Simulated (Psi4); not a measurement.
# SnSe (SMILES [Se][Sn]) at 3 levels

Aim: a comparison of 3 runs (CAM-B3LYP/def2-TZVP, wB97M-V/def2-TZVP, wB97X/def2-TZVP) of SnSe. 

The calculation is run with Psi4 1.11.

**1. The structure to begin with**

SnSe: 2 atoms, total charge 0, spin state singlet. SMILES: `[Se][Sn]`. The Se1–Sn2 distance was set to 2.674 Å, away from the relaxed value.

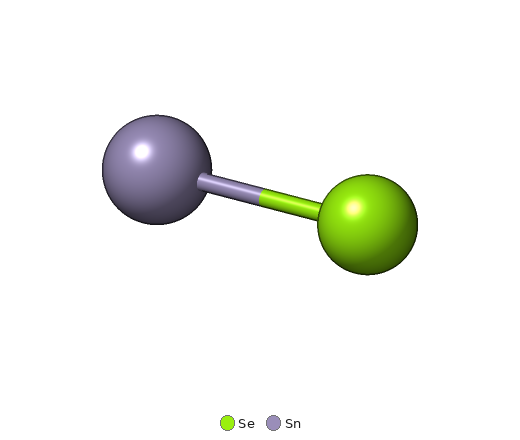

Viewed from a chosen angle; selenium green, tin purple.

**2. A single-point energy at CAM-B3LYP/def2-TZVP (core potential) (run 1)**

sesn.xyz reads:

```xyz
2
SeSn
Se     0.000000     0.000000    -0.342290
Sn     0.000000     0.000000     2.331810
```

sesn.py reads:

```python
import psi4

psi4.set_memory(2200000000)
psi4.set_num_threads(1)
psi4.core.set_output_file('run.log', False)

with open('sesn.xyz') as f:
    atoms = ''.join(f.readlines()[2:])
m = psi4.geometry('0 1\n' + atoms + 'symmetry c1\nno_reorient\nno_com')

options = {'basis': 'def2-TZVP', 'puream': True, 'e_convergence': 1e-09, 'd_convergence': 1e-08, 'scf_type': 'pk', 'dft_radial_points': 99, 'dft_spherical_points': 590}
psi4.set_options(options)

result, w = psi4.energy("cam-b3lyp", return_wfn=True)
psi4.oeprop(w, "LOWDIN_CHARGES", "WIBERG_LOWDIN_INDICES", "DIPOLE")
print(f'cam-b3lyp energy: {result:.10f} Eh')
```

Started as:

```bash
python sesn.py
```

run.log:

```text
[...]
    !!!  WARNING: ECP capability is in beta. Please check occupations closely.  !!!
[...]
  Running in c1 symmetry.
[...]
  Nuclear repulsion =  148.021597390209791
[...]
  Multiplicity = 1
[...]
  Nalpha       = 28
  Nbeta        = 28
[...]
    Number of basis functions: 98
[...]
 WARNING: Atomic UHF is not converging! Try casting from a smaller basis or call Rob at CCMST.
   -------------------------
[...]
   @RKS iter   1: -2614.91098847408375   -2.86338e+00   2.27561e-02 ADIIS/DIIS
[...]
   @RKS iter  14: -2615.98118939286951   -1.81899e-11   8.48273e-09 DIIS
[...]
  @RKS Final Energy: -2615.98118939286951
   => Energetics <=
    Nuclear Repulsion Energy =            148.0215973902097915
    One-Electron Energy =               -4016.1093010799063450
    Two-Electron Energy =                1333.3405583494445636
    DFT Exchange-Correlation Energy =     -81.2340440526177900
    Empirical Dispersion Energy =           0.0000000000000000
    VV10 Nonlocal Energy =                  0.0000000000000000
    Total Energy =                      -2615.9811893928695099
[...]
 Multipole Moments:
 ------------------------------------------------------------------------------------
     Multipole            Electronic (a.u.)      Nuclear  (a.u.)        Total (a.u.)
 ------------------------------------------------------------------------------------
 L = 1.  Multiply by 2.5417464519 to convert [e a0] to [Debye]
 Dipole X            :          0.0000013            0.0000000            0.0000013
 Dipole Y            :          0.0000000            0.0000000            0.0000000
 Dipole Z            :        -73.0089472           74.9502420            1.9412948
 Magnitude           :                                                    1.9412948
[...]
```

Standard output:

```text
cam-b3lyp energy: -2615.9811893929 Eh
```

It took 20 s on 1 thread of Intel Xeon at 2.50GHz (Skylake/Cascade Lake), shared host; peak memory 0.74 GiB.

**3. A single-point energy at wB97M-V/def2-TZVP (core potential) (run 2)**

run.py reads:

```python
import psi4

psi4.set_memory('2200 MB')
psi4.set_num_threads(1)
psi4.set_output_file('output.dat', False)

molecule = psi4.geometry("""
0 1
Se     0.000000     0.000000    -0.342290
Sn     0.000000     0.000000     2.331810
symmetry c1
no_reorient
no_com
""")

options = {'basis': 'def2-TZVP', 'puream': True, 'e_convergence': 1e-09, 'd_convergence': 1e-08, 'scf_type': 'pk', 'dft_radial_points': 99, 'dft_spherical_points': 590}
psi4.set_options(options)

e_tot, wfn = psi4.energy("wb97m-v", return_wfn=True)
print(f'total energy {e_tot:.8f} hartree = {e_tot * 27.211386:.5f} eV')
```

Started as:

```bash
python run.py
```

output.dat:

```text
[...]
    !!!  WARNING: ECP capability is in beta. Please check occupations closely.  !!!
[...]
  Running in c1 symmetry.
[...]
  Nuclear repulsion =  148.021597390209791
[...]
  Multiplicity = 1
[...]
  Nalpha       = 28
  Nbeta        = 28
[...]
    Number of basis functions: 98
[...]
 WARNING: Atomic UHF is not converging! Try casting from a smaller basis or call Rob at CCMST.
   -------------------------
[...]
   @RKS iter   1: -2614.63810585882311   -3.00588e+00   2.22912e-02 ADIIS/DIIS
[...]
   @RKS iter  15: -2615.69185392795316   -5.32054e-11   3.97213e-09 DIIS
[...]
  @RKS Final Energy: -2615.69185392795316
   => Energetics <=
    Nuclear Repulsion Energy =            148.0215973902097915
    One-Electron Energy =               -4016.2498390453083630
    Two-Electron Energy =                1334.4750144364891185
    DFT Exchange-Correlation Energy =     -82.1657433374197552
    Empirical Dispersion Energy =           0.0000000000000000
    VV10 Nonlocal Energy =                  0.2271166280755903
    Total Energy =                      -2615.6918539279531615
[...]
 Multipole Moments:
 ------------------------------------------------------------------------------------
     Multipole            Electronic (a.u.)      Nuclear  (a.u.)        Total (a.u.)
 ------------------------------------------------------------------------------------
 L = 1.  Multiply by 2.5417464519 to convert [e a0] to [Debye]
 Dipole X            :         -0.0000004            0.0000000           -0.0000004
 Dipole Y            :         -0.0000000            0.0000000           -0.0000000
 Dipole Z            :        -72.9607964           74.9502420            1.9894456
 Magnitude           :                                                    1.9894456
[...]
```

Standard output:

```text
total energy -2615.69185393 hartree = -71176.60069 eV
```

Run time: 51 s. Hardware: 1 thread of Intel Xeon at 2.50GHz (Skylake/Cascade Lake), shared host; peak memory 1.1 GiB.

**4. Energy and gradient at wB97X/def2-TZVP (core potential) (run 3)**

job.dat reads:

```
memory 2.2 GB

molecule geom {
  0 1
  Se
  Sn 1 2.6741
  units angstrom
  symmetry c1
  no_reorient
  no_com
}

set {
  basis                def2-TZVP
  reference            rks
  puream               true
  e_convergence        1e-09
  d_convergence        1e-08
  scf_type             pk
  dft_radial_points    99
  dft_spherical_points 590
}

gradient("wb97x")
```

Started as:

```bash
psi4 -i job.dat -o job.out -n 1
```

job.out:

```text
[...]
  Running in c1 symmetry.
[...]
  Nuclear repulsion =  148.021597390209791
[...]
  Multiplicity = 1
[...]
  Nalpha       = 28
  Nbeta        = 28
[...]
    Number of basis functions: 98
[...]
   @RKS iter   1: -2614.84891677497080   -3.08270e+00   2.26761e-02 DIIS/ADIIS
[...]
   @RKS iter  14: -2615.94108127002710   -2.72848e-12   5.49811e-09 DIIS
[...]
  @RKS Final Energy: -2615.94108127002710
   => Energetics <=
    Nuclear Repulsion Energy =            148.0215973902097915
    One-Electron Energy =               -4016.1396874715887861
    Two-Electron Energy =                1333.6296863026748269
    DFT Exchange-Correlation Energy =     -81.4526774913227314
    Empirical Dispersion Energy =           0.0000000000000000
    VV10 Nonlocal Energy =                  0.0000000000000000
    Total Energy =                      -2615.9410812700270981
[...]
 Multipole Moments:
 ------------------------------------------------------------------------------------
     Multipole            Electronic (a.u.)      Nuclear  (a.u.)        Total (a.u.)
 ------------------------------------------------------------------------------------
 L = 1.  Multiply by 2.5417464519 to convert [e a0] to [Debye]
 Dipole X            :         -0.0000000            0.0000000           -0.0000000
 Dipole Y            :          0.0000004            0.0000000            0.0000004
 Dipole Z            :         60.6726146          -58.6340053            2.0386092
 Magnitude           :                                                    2.0386092
[...]
  -Total Gradient:
     Atom            X                  Y                   Z
    ------   -----------------  -----------------  -----------------
       1        0.000000000014    -0.000000001482    -0.082292802010
       2       -0.000000000014     0.000000001947     0.083505556799
[...]
```

Wall time 68 s (1 thread of Intel Xeon at 2.50GHz (Skylake/Cascade Lake), shared host); peak memory 0.74 GiB.

**5. The series**

```
run                                 level                properties      task   energy (Eh)  dipole moment (D)  HOMO energy (eV)  LUMO energy (eV)  wall time
  1  CAM-B3LYP/def2-TZVP (core potential)  (lowdin, wiberg, dipole)    energy  -2615.981189               4.93             -7.47             -2.29       20 s
  2    wB97M-V/def2-TZVP (core potential)                         –    energy  -2615.691854               5.06             -8.26             -1.49       51 s
  3      wB97X/def2-TZVP (core potential)                         –  gradient  -2615.941081               5.18             -8.35             -1.47       68 s
```

**6. Outcome**

| quantity | value |
| --- | --- |
| run 3: total energy | -2615.94108 Eh |
| run 3: dipole moment | 5.18 D |
| run 3: HOMO energy | -8.35 eV |
| run 3: LUMO energy | -1.47 eV |
| run 3: HOMO–LUMO gap | 6.88 eV |
| run 3: largest force on an atom | 4.294 eV/Å |

In words: The dipole moment (its size) runs from 4.93 D (CAM-B3LYP/def2-TZVP) to 5.18 D (wB97X/def2-TZVP). The HOMO–LUMO gap runs from 5.18 eV (CAM-B3LYP/def2-TZVP) to 6.88 eV (wB97X/def2-TZVP). Totals of different functionals can't be ranked against each other. All runs together took 2.3 min, the longest 68 s.
